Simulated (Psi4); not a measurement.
# U-wB97M-V/cc-pVDZ run of BSiH3ClO (SMILES [SiH3]O[B]Cl)

Aim: the energy change on altering one bond length of BSiH3ClO at U-wB97M-V/cc-pVDZ, from 2 runs. 

The results are computed with Psi4 1.11.

### 1 The molecule

The species is BSiH3ClO (7 atoms), meant as a doublet with charge 0. As SMILES, `[SiH3]O[B]Cl`. The coordinates come from a PBE0-D4/def2-TZVP relaxation. This is one conformer, not always the lowest.

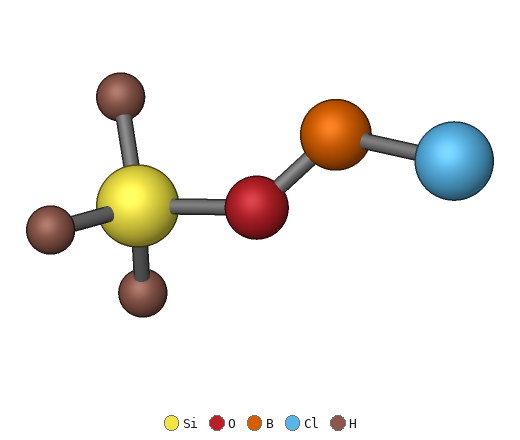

Viewed from a chosen angle; silicon yellow, oxygen red, boron orange, chlorine blue, hydrogen brown.

### 2 A single-point energy at U-wB97M-V/cc-pVDZ

Contents of bclh3osi.in:

```
memory 2.2 GB

molecule system {
  0 2
  Si
  O 1 R2
  B 2 R3 1 A3
  Cl 3 R4 2 A4 1 D4
  H 1 R5 2 A5 3 D5
  H 1 R6 5 A6 2 D6
  H 1 R7 5 A7 6 D7

  R2 = 1.667081
  R3 = 1.324393
  A3 = 133.86115
  R4 = 1.747065
  A4 = 123.47715
  D4 = -179.8049
  R5 = 1.479746
  A5 = 107.12332
  D5 = -121.62942
  R6 = 1.481626
  A6 = 110.93089
  D6 = -119.91879
  R7 = 1.479782
  A7 = 110.62371
  D7 = -123.52434
  symmetry c1
}

set globals {
  reference uks
  puream true
  e_convergence 1e-09
  d_convergence 1e-08
  scf_type pk
  dft_radial_points 99
  dft_spherical_points 590
  maxiter 100
}

energy('wb97m-v/cc-pVDZ')
```

Launch:

```console
$ psi4 -i bclh3osi.in -o bclh3osi.out -n 1
```

bclh3osi.out:

```text
[...]
  Running in c1 symmetry.
[...]
  Nuclear repulsion =  174.532044236239756
[...]
  Multiplicity = 2
[...]
  Nalpha       = 24
  Nbeta        = 23
[...]
    Number of basis functions: 79
[...]
   @UKS iter   1:  -851.42878038302331   -5.35083e-01   6.42198e-03 DIIS/ADIIS
[...]
   @UKS iter  13:  -851.53199093989656   -1.47793e-12   3.80225e-09 DIIS
[...]
   @S^2 Observed:                7.517361649E-01
[...]
    Orbital Energies [Eh]
    ---------------------
    Alpha Occupied:
       1A   -101.879848     2A    -66.473432     3A    -19.390776
       4A     -9.647019     5A     -7.349979     6A     -7.344026
       7A     -7.343120     8A     -7.003154     9A     -5.497531
      10A     -3.813623    11A     -3.809997    12A     -3.809943
      13A     -1.184276    14A     -0.960967    15A     -0.733632
      16A     -0.609566    17A     -0.563378    18A     -0.545169
      19A     -0.536583    20A     -0.455416    21A     -0.451703
      22A     -0.429216    23A     -0.424187    24A     -0.282556
    Alpha Virtual:
      25A      0.065304    26A      0.080767    27A      0.132210
[...]
  @UKS Final Energy:  -851.53199093989656
   => Energetics <=
    Nuclear Repulsion Energy =            174.5320442362397557
    One-Electron Energy =               -1521.6963449939312341
    Two-Electron Energy =                 543.0082767545550269
    DFT Exchange-Correlation Energy =     -47.5690574715860492
    Empirical Dispersion Energy =           0.0000000000000000
    VV10 Nonlocal Energy =                  0.1930905348259147
    Total Energy =                       -851.5319909398965592
[...]
 Multipole Moments:
 ------------------------------------------------------------------------------------
     Multipole            Electronic (a.u.)      Nuclear  (a.u.)        Total (a.u.)
 ------------------------------------------------------------------------------------
 L = 1.  Multiply by 2.5417464519 to convert [e a0] to [Debye]
 Dipole X            :         -0.0064724            0.0066740            0.0002016
 Dipole Y            :         -1.7162042            1.8827956            0.1665914
 Dipole Z            :          8.9748612           -9.8182696           -0.8434084
 Magnitude           :                                                    0.8597037
[...]
```

Wall time 100 s (1 thread of Intel Xeon 6975P-C (Granite Rapids), shared host); peak memory 1.4 GiB.

### 3 The distorted shape at the same level

Contents of bclh3osi.in:

```
memory 2200 MB

molecule molecule1 {
  0 2
  Si    -1.28055968     2.36938397     1.06118704
  O     -0.11289791    -0.32120809    -0.08852233
  B      2.17612735    -1.06519326    -0.77449291
  Cl     3.03301043    -4.98282985    -2.30376512
  H     -2.46787460     1.76731723     3.52028765
  H      0.77659618     4.24248050     1.37563747
  H     -3.19541916     3.28590114    -0.75899716
  units au
  symmetry c1
  no_reorient
  no_com
}

set {
  basis                cc-pVDZ
  reference            uks
  puream               true
  e_convergence        1e-09
  d_convergence        1e-08
  scf_type             pk
  dft_radial_points    99
  dft_spherical_points 590
  maxiter              100
}

result, w = energy("wb97m-v", return_wfn=True)
```

Launch:

```console
$ psi4 -i bclh3osi.in -o bclh3osi.out -n 1
```

bclh3osi.out:

```text
[...]
  Running in c1 symmetry.
[...]
  Nuclear repulsion =  161.107110713458866
[...]
  Multiplicity = 2
[...]
  Nalpha       = 24
  Nbeta        = 23
[...]
    Number of basis functions: 79
[...]
   @UKS iter   1:  -851.36712951319691   -8.34799e-01   6.53626e-03 DIIS/ADIIS
[...]
   @UKS iter  15:  -851.48948054200400   -1.53477e-11   9.26189e-09 DIIS
[...]
   @S^2 Observed:                7.558402257E-01
[...]
    Orbital Energies [Eh]
    ---------------------
    Alpha Occupied:
       1A   -101.846046     2A    -66.496381     3A    -19.431413
       4A     -9.607307     5A     -7.313593     6A     -7.303682
       7A     -7.303420     8A     -7.057221     9A     -5.520736
      10A     -3.837233    11A     -3.832956    12A     -3.832844
      13A     -1.221348    14A     -0.883514    15A     -0.765043
      16A     -0.633725    17A     -0.576573    18A     -0.572659
      19A     -0.484012    20A     -0.470004    21A     -0.464854
      22A     -0.383608    23A     -0.383514    24A     -0.326641
    Alpha Virtual:
      25A      0.031964    26A      0.060228    27A      0.077910
[...]
  @UKS Final Energy:  -851.48948054200400
   => Energetics <=
    Nuclear Repulsion Energy =            161.1071107134588658
    One-Electron Energy =               -1494.8720993328283839
    Two-Electron Energy =                 529.5624308621598857
    DFT Exchange-Correlation Energy =     -47.4809086265890485
    Empirical Dispersion Energy =           0.0000000000000000
    VV10 Nonlocal Energy =                  0.1939858417946111
    Total Energy =                       -851.4894805420040029
[...]
 Multipole Moments:
 ------------------------------------------------------------------------------------
     Multipole            Electronic (a.u.)      Nuclear  (a.u.)        Total (a.u.)
 ------------------------------------------------------------------------------------
 L = 1.  Multiply by 2.5417464519 to convert [e a0] to [Debye]
 Dipole X            :        -39.5870475           38.7240977           -0.8629498
 Dipole Y            :         51.8640277          -50.1366640            1.7273637
 Dipole Z            :         25.5135978          -24.7511037            0.7624941
 Magnitude           :                                                    2.0760214
[...]
```

Wall time 1.8 min (1 thread of Intel Xeon 6975P-C (Granite Rapids), shared host); peak memory 1.3 GiB.

### 4 Outcome

At U-wB97M-V/cc-pVDZ:

| quantity | value |
| --- | --- |
| first shape: total energy | -851.53199 Eh |
| first shape: dipole moment | 2.19 D |
| first shape: HOMO energy (highest over α and β) | -7.69 eV |
| first shape: LUMO energy (lowest over α and β) | 0.26 eV |
| first shape: ⟨S²⟩ | 0.752 |
| distorted shape: total energy | -851.48948 Eh |
| distorted shape: dipole moment | 5.28 D |
| distorted shape: HOMO energy (highest over α and β) | -8.89 eV |
| distorted shape: LUMO energy (lowest over α and β) | -1.38 eV |
| distorted shape: ⟨S²⟩ | 0.756 |
| energy change with the B3–Cl4 bond stretched from 1.747 to 2.271 Å | 1.157 eV |

With the B3–Cl4 bond stretched from 1.747 to 2.271 Å the energy rises by 1.16 eV (27 kcal/mol). The first shape isn't relaxed at this level, so the change isn't measured from a minimum.
